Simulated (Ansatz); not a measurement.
**Single-point calculation of C₂H₅Cl₃OSi**

- system: C₂H₅Cl₃OSi
- method: RKS PBE0-D4/def2-TZVPP (Ansatz 0.2.0)

The geometry comes from this level: PBE0-D4/def2-TZVP.

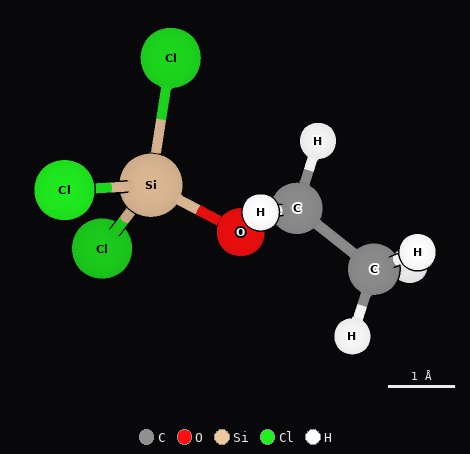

**Figure 1.** The input geometry (ball-and-stick view, seen at a tilt). Bond lengths as drawn: Cl–Si 2.02 to 2.03 Å, C–C 1.51 Å, C–H 1.09 to 1.10 Å, C–O 1.43 Å and O–Si 1.61 Å.

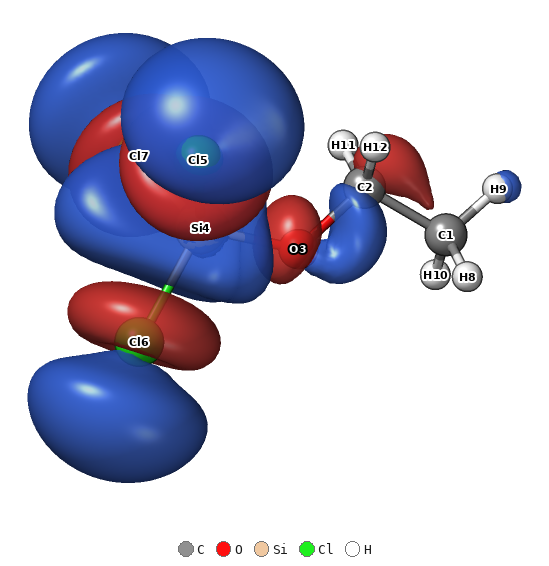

**Figure 2.** One frontier orbital at ±0.05 Å⁻³ᐟ² (blue and red are the two phases), seen at an oblique angle. The LUMO, at 0.16 eV. By Hirshfeld shares it lies mainly on Si4 (30 %), Cl6 (20 %), Cl5 (20 %) and Cl7 (20 %).

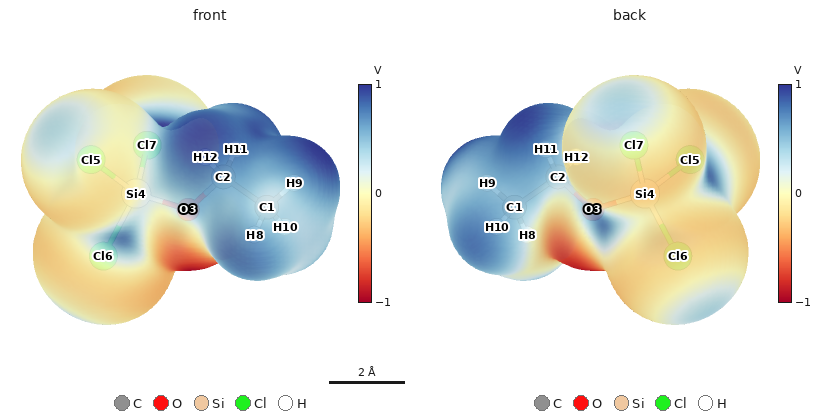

**Figure 3.** The electrostatic potential painted on the density surface at 0.002 e/bohr³, seen at a tilt and from behind; the colour scale runs from red (negative) to blue (positive). A positive charge is drawn to the negative regions and a negative charge to the positive ones.

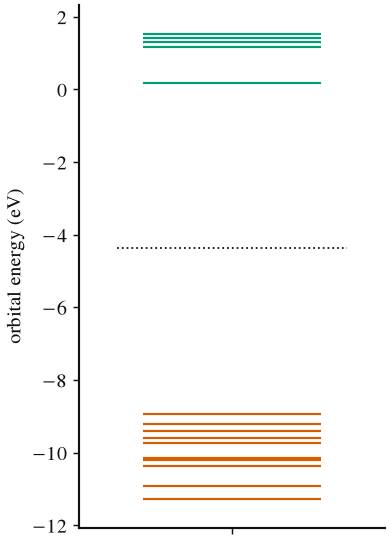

**Figure 4.** Orbital energies near the frontier; the dotted line parts filled from empty levels, and levels within 0.02 eV of each other stand side by side. Highest filled −8.93 eV, lowest empty 0.16 eV, 9.09 eV apart.

The input that produced these results follows, with the program's output.

**Input file**
```yaml
crystal:
  periodic: [false, false, false]
  atoms:
    - {symbol: C, position_ang: [0.609295, 1.652364, 0.870504]}
    - {symbol: C, position_ang: [-0.319718, 0.564818, 0.400933]}
    - {symbol: O, position_ang: [0.437603, -0.409012, -0.316440]}
    - {symbol: Si, position_ang: [-0.137365, -1.744982, -1.000082]}
    - {symbol: Cl, position_ang: [-1.014518, -2.952205, 0.381446]}
    - {symbol: Cl, position_ang: [1.419464, -2.702866, -1.855791]}
    - {symbol: Cl, position_ang: [-1.532850, -1.300286, -2.410845]}
    - {symbol: H, position_ang: [1.379294, 1.243928, 1.527173]}
    - {symbol: H, position_ang: [0.047696, 2.408972, 1.423058]}
    - {symbol: H, position_ang: [1.097859, 2.134276, 0.021977]}
    - {symbol: H, position_ang: [-1.095683, 0.970319, -0.256916]}
    - {symbol: H, position_ang: [-0.814278, 0.079675, 1.249082]}
basis:
  gaussian: {orbitals: def2-TZVPP}
hamiltonian: {xc: pbe0, dispersion: d4}
output: {orbitals: {seedname: orbitals}}
```

Launch command:
```bash
ansatz run in.yaml --threads 4 --pin off --events-out ev --progress --plain --max-ram 11315MiB
```

**Output**
```
Functional definition: PBE0
  name "PBE0"
  cite "Adamo & Barone, J. Chem. Phys. 110, 6158 (1999) doi:10.1063/1.478522"
  cite "Perdew, Burke & Ernzerhof, Phys. Rev. Lett. 77, 3865 (1996) doi:10.1103/PhysRevLett.77.3865"
  parent pbe
  parameter a = 0.25
  parameter kappa = 0.804
  parameter beta = 0.06672455060314922
  exchange = (1 - a)*pbe_x(kappa = kappa, mu = beta*pi^2/3) + a*exact_x
  correlation = pbe_c(beta = beta)
2072 factors; their error is unknown
mean field evaluation 1: about -49629.1237 eV, gradient 6.1e1 eV
mean field evaluation 2: about -49621.0820 eV, gradient 8.8e1 eV
mean field evaluation 4: about -49636.5470 eV, gradient 3.9e0 eV
mean field evaluation 8: about -49636.5770 eV, gradient 1.1e-1 eV
mean field evaluation 16: about -49636.6818 eV, gradient 2.0e-4 eV
mean field -49636.68177891 eV, -1824.1144104237 hartree, gradient 4.8e-5 eV, S^2 0.000000; 0 other end points of the search recorded, 0 dependent functions left out
reference -49636.68181556 eV, -1824.1144117706 hartree; 45, 45 occupied and 286, 286 virtual orbitals, 2072 factors
Total energy: -49637.02748113 eV, -1824.1271147458 hartree
```

**Summary**

- outcome: converged
- total energy: −49637.0275 eV
- mean-field energy: −49636.6818 eV
- dispersion energy: −0.3457 eV
- SCF solution under orbital rotations: stable
- HOMO: −8.93 eV
- LUMO: 0.16 eV
- hardware: 4 threads of Arm Neoverse V1, 23 GiB of memory available, shared host
- wall time: 13 s (CPU time 46 s)
- peak memory: 1.4 GiB
